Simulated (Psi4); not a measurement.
# SiPH3Cl (SMILES P[SiH]Cl) at UM06-2X/cc-pVDZ-F12 (sweep point 1)

What is the energy change on altering one bond length of SiPH3Cl at UM06-2X/cc-pVDZ-F12 (sweep point 1)? 

The results are computed with Psi4 1.11.

### 1 The molecule

SiPH3Cl has 6 atoms, charge 0, and is taken as a doublet. SMILES: `P[SiH]Cl`. Geometry: relaxed at GFN2-xTB. This is one conformer, not always the lowest.

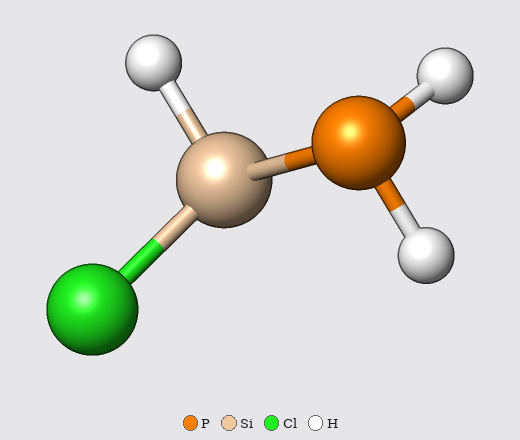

The structure, seen from a chosen angle (phosphorus orange, silicon light orange, chlorine green, hydrogen white).

### 2 The energy at UM06-2X/cc-pVDZ-F12 (sweep point 1)

Input file job.in:

```
memory 1.6 GB

molecule molecule1 {
  0 2
  P     -0.78635283     0.64175099    -2.17197562
  Si     0.68581941    -0.24955723     1.69304343
  Cl     2.74588544    -3.48769743     1.55052029
  H     -2.67362232    -1.17559862    -2.18584621
  H     -2.41832032     2.52055450    -1.36455234
  H      2.44655282     1.75054780     2.47881045
  units bohr
  symmetry c1
}

set globals {
  reference            uks
  puream               true
  scf_type             pk
  dft_radial_points    99
  dft_spherical_points 590
  maxiter              150
}

energy_value, wavefunction = energy('m06-2x/cc-pVDZ-F12', return_wfn=True)
print_variables()
```

Started as:

```bash
$ psi4 job.in job.out -n 1
```

job.out:

```text
[...]
  Running in c1 symmetry.
[...]
  Nuclear repulsion =  183.010125400386983
[...]
  Multiplicity = 2
[...]
  Nalpha       = 25
  Nbeta        = 24
[...]
    Number of basis functions: 144
[...]
   @UKS iter   1: -1092.78932630191434   -2.17764e-01   2.92265e-03 DIIS/ADIIS
[...]
   @UKS iter   9: -1092.84652298356059   -1.18323e-07   5.45556e-07 DIIS
[...]
   @S^2 Observed:                7.539981518E-01
[...]
    Orbital Energies [Eh]
    ---------------------
    Alpha Occupied:
       1A   -102.631371     2A    -78.018218     3A    -67.039603
       4A     -9.804235     5A     -7.525230     6A     -7.521791
       7A     -7.520881     8A     -6.852166     9A     -5.591136
      10A     -4.967517    11A     -4.967162    12A     -4.965663
      13A     -3.905403    14A     -3.901180    15A     -3.899022
      16A     -0.934740    17A     -0.744922    18A     -0.593215
      19A     -0.478948    20A     -0.447828    21A     -0.434137
      22A     -0.418251    23A     -0.377002    24A     -0.352392
      25A     -0.254307
    Alpha Virtual:
[...]
  @UKS Final Energy: -1092.84652298356059
   => Energetics <=
    Nuclear Repulsion Energy =            183.0101254003869826
    One-Electron Energy =               -1875.5836943729286759
    Two-Electron Energy =                 634.5867002149176415
    DFT Exchange-Correlation Energy =     -34.8596542259365734
    Empirical Dispersion Energy =           0.0000000000000000
    VV10 Nonlocal Energy =                  0.0000000000000000
    Total Energy =                      -1092.8465229835605896
[...]
 Multipole Moments:
 ------------------------------------------------------------------------------------
     Multipole            Electronic (a.u.)      Nuclear  (a.u.)        Total (a.u.)
 ------------------------------------------------------------------------------------
 L = 1.  Multiply by 2.5417464519 to convert [e a0] to [Debye]
 Dipole X            :          2.2415240           -2.7324996           -0.4909755
 Dipole Y            :         -3.0881054            3.4874070            0.3993015
 Dipole Z            :          0.4532025           -0.3868542            0.0663483
 Magnitude           :                                                    0.6363182
[...]
```

It took 75 s on 1 thread of Intel Xeon Platinum 8488C (Sapphire Rapids), shared host; peak memory 1.4 GiB.

### 3 The distorted shape, same level

Input file clh3psi.dat:

```
memory 1600 mb

molecule {
  0 2
  P     -1.08075894     0.81999563    -2.94490384
  Si     0.68581941    -0.24955723     1.69304343
  Cl     2.74588544    -3.48769743     1.55052029
  H     -2.96802842    -0.99735398    -2.95877443
  H     -2.71272642     2.69879914    -2.13748056
  H      2.44655282     1.75054780     2.47881045
  units bohr
  symmetry c1
}

set {
  basis cc-pVDZ-F12
  reference uks
  puream true
  scf_type pk
  dft_radial_points 99
  dft_spherical_points 590
  maxiter 150
}

energy_value, wavefunction = energy("m06-2x", return_wfn=True)
print_variables()
```

Started as:

```bash
$ psi4 -n 1 clh3psi.dat clh3psi.out
```

clh3psi.out:

```text
[...]
  Running in c1 symmetry.
[...]
  Nuclear repulsion =  169.547355137375519
[...]
  Multiplicity = 2
[...]
  Nalpha       = 25
  Nbeta        = 24
[...]
    Number of basis functions: 144
[...]
   @UKS iter   1: -1092.76844764557313   -4.46547e-01   2.85996e-03 DIIS/ADIIS
[...]
   @UKS iter   9: -1092.82328757294249   -8.43065e-08   5.49069e-07 DIIS
[...]
   @S^2 Observed:                7.582896813E-01
[...]
    Orbital Energies [Eh]
    ---------------------
    Alpha Occupied:
       1A   -102.637974     2A    -78.023713     3A    -67.056930
       4A     -9.810707     5A     -7.531697     6A     -7.528293
       7A     -7.527260     8A     -6.853992     9A     -5.605274
      10A     -4.970545    11A     -4.968687    12A     -4.967020
      13A     -3.918878    14A     -3.914730    15A     -3.912591
      16A     -0.939681    17A     -0.718756    18A     -0.598613
      19A     -0.468502    20A     -0.450595    21A     -0.426366
      22A     -0.420142    23A     -0.367118    24A     -0.335100
      25A     -0.259852
    Alpha Virtual:
[...]
  @UKS Final Energy: -1092.82328757294249
   => Energetics <=
    Nuclear Repulsion Energy =            169.5473551373755186
    One-Electron Energy =               -1848.5249234364459880
    Two-Electron Energy =                 620.9759858667815706
    DFT Exchange-Correlation Energy =     -34.8217051406537479
    Empirical Dispersion Energy =           0.0000000000000000
    VV10 Nonlocal Energy =                  0.0000000000000000
    Total Energy =                      -1092.8232875729427178
[...]
 Multipole Moments:
 ------------------------------------------------------------------------------------
     Multipole            Electronic (a.u.)      Nuclear  (a.u.)        Total (a.u.)
 ------------------------------------------------------------------------------------
 L = 1.  Multiply by 2.5417464519 to convert [e a0] to [Debye]
 Dipole X            :          2.4720846           -2.8283140           -0.3562294
 Dipole Y            :         -3.2198210            3.5454167            0.3255957
 Dipole Z            :          0.8969102           -0.6384036            0.2585066
 Magnitude           :                                                    0.5474830
[...]
```

Wall time 71 s (1 thread of Intel Xeon Platinum 8488C (Sapphire Rapids), shared host); peak memory 1.3 GiB.

### 4 Results

Level: UM06-2X/cc-pVDZ-F12 (sweep point 1).

| quantity | value |
| --- | --- |
| first shape: total energy | -1092.84652 Eh |
| first shape: dipole moment | 1.62 D |
| first shape: HOMO energy (highest over α and β) | -6.92 eV |
| first shape: LUMO energy (lowest over α and β) | -2.28 eV |
| first shape: ⟨S²⟩ | 0.754 |
| distorted shape: total energy | -1092.82329 Eh |
| distorted shape: dipole moment | 1.39 D |
| distorted shape: HOMO energy (highest over α and β) | -7.07 eV |
| distorted shape: LUMO energy (lowest over α and β) | -2.58 eV |
| distorted shape: ⟨S²⟩ | 0.758 |
| energy change with the P1–Si2 bond stretched from 2.239 to 2.687 Å | 0.632 eV |

What this shows: With the P1–Si2 bond stretched from 2.239 to 2.687 Å the energy rises by 0.63 eV (61.0 kJ/mol). The first shape isn't relaxed at this level, so the change isn't measured from a minimum.
